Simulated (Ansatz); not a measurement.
# GaH$_{2}$SF$_{3}$: one change and its effect

System: GaH$_{2}$SF$_{3}$, SMILES [F][Ga-]([F])([F])[SH2+].
Method of run 1: RKS PBE0-D4/def2-TZVPP (Ansatz 0.2.0).

The geometry comes from this level: PBE0-D4/def2-TZVP. Text and figures count atoms from 1; the logs count them from 0 in places.

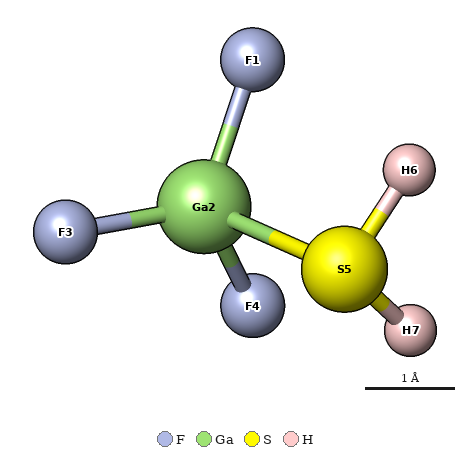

The input geometry (ball-and-stick view, seen at a tilt; atoms are numbered from 1 in the order of the input). Sticks mark near contacts.

Input file, run 1:
```yaml
crystal:
  periodic: [false, false, false]
  atoms:
    - {symbol: F, position_ang: [-0.744502, -0.993379, 1.556105]}
    - {symbol: Ga, position_ang: [0.379104, -0.909594, 0.213450]}
    - {symbol: F, position_ang: [2.079529, -1.075653, 0.563846]}
    - {symbol: F, position_ang: [-0.196730, -1.483877, -1.339170]}
    - {symbol: S, position_ang: [0.121189, 1.520657, -0.246888]}
    - {symbol: H, position_ang: [-0.959543, 1.598548, 0.552295]}
    - {symbol: H, position_ang: [-0.617748, 1.275097, -1.345238]}
basis:
  gaussian: {orbitals: def2-TZVPP}
hamiltonian: {xc: pbe0, dispersion: d4}
output: {orbitals: {seedname: orbitals}}
```

Hardware: 4 CPU threads, shared host.

Output (run 1):
```
Functional definition: PBE0
  parameter a = 0.25
  parameter kappa = 0.804
  parameter beta = 0.06672455060314922
  exchange = (1 - a)*pbe_x(kappa = kappa, mu = beta*pi^2/3) + a*exact_x
  correlation = pbe_c(beta = beta)
1314 factors; their error is unknown
mean field evaluation 1: about -71379.7556 eV, gradient 6.7e1 eV
mean field evaluation 2: about -71366.1514 eV, gradient 1.2e2 eV
mean field evaluation 4: about -71386.0078 eV, gradient 1.9e0 eV
mean field evaluation 8: about -71386.0127 eV, gradient 2.5e-2 eV
mean field evaluation 16: about -71386.2390 eV, gradient 1.2e-4 eV
mean field -71386.23904477 eV, -2623.3958975647 hartree, gradient 6.9e-6 eV, S^2 0.000000; 0 other end points of the search recorded, 0 dependent functions left out
reference -71386.23907210 eV, -2623.3958985690 hartree; 38, 38 occupied and 173, 173 virtual orbitals, 1314 factors
Total energy: -71386.36942508 eV, -2623.4006889526 hartree
```

Run 2 used a changed input.

The two runs side by side:

| quantity | run 1 | run 2 |
| --- | --- | --- |
| outcome | converged | converged |
| total energy (hartree) | −2623.400689 | −2622.635317 |
| HOMO (eV) | −9.96 | −9.85 |
| LUMO (eV) | −1.22 | −0.75 |
| basis functions | 211 | 102 |
| wall time (shared host) | 3.7 s | 1.9 s |

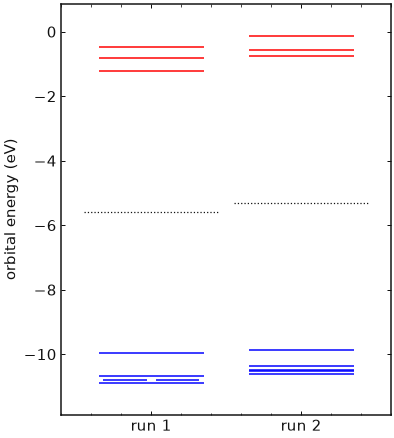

The five highest filled and three lowest empty orbital energies of the two runs; the dotted lines part filled from empty levels. The HOMO–LUMO gap is 8.74 eV in run 1 and 9.10 eV in run 2.

Which change of the input explains these differences?

The change (lines with − go, lines with + come):
```diff
-  gaussian: {orbitals: def2-TZVPP}
+  gaussian: {orbitals: def2-SVP}
```

The total energy of run 2 is 480.3 kcal/mol higher, which measures the change of basis and not a stability. The HOMO goes from −9.96 to −9.85 eV. The LUMO goes from −1.22 to −0.75 eV. The basis functions go from 211 to 102.

Output (run 2):
```
Functional definition: PBE0
  parameter a = 0.25
  parameter kappa = 0.804
  parameter beta = 0.06672455060314922
  exchange = (1 - a)*pbe_x(kappa = kappa, mu = beta*pi^2/3) + a*exact_x
  correlation = pbe_c(beta = beta)
961 factors; integrals over basis functions are off by at most 9.8e-4 eV
mean field evaluation 1: about -71359.6942 eV, gradient 6.0e1 eV
mean field evaluation 2: about -71349.4620 eV, gradient 1.0e2 eV
mean field evaluation 4: about -71365.3196 eV, gradient 1.6e0 eV
mean field evaluation 8: about -71365.4122 eV, gradient 9.8e-2 eV
mean field evaluation 16: about -71365.4122 eV, gradient 7.7e-5 eV
mean field -71365.41221916 eV, -2622.6305258402 hartree, gradient 1.3e-5 eV, S^2 0.000000; 0 other end points of the search recorded, 0 dependent functions left out
reference -71365.41224942 eV, -2622.6305269523 hartree; 38, 38 occupied and 64, 64 virtual orbitals, 961 factors
Total energy: -71365.54260239 eV, -2622.6353173358 hartree
```
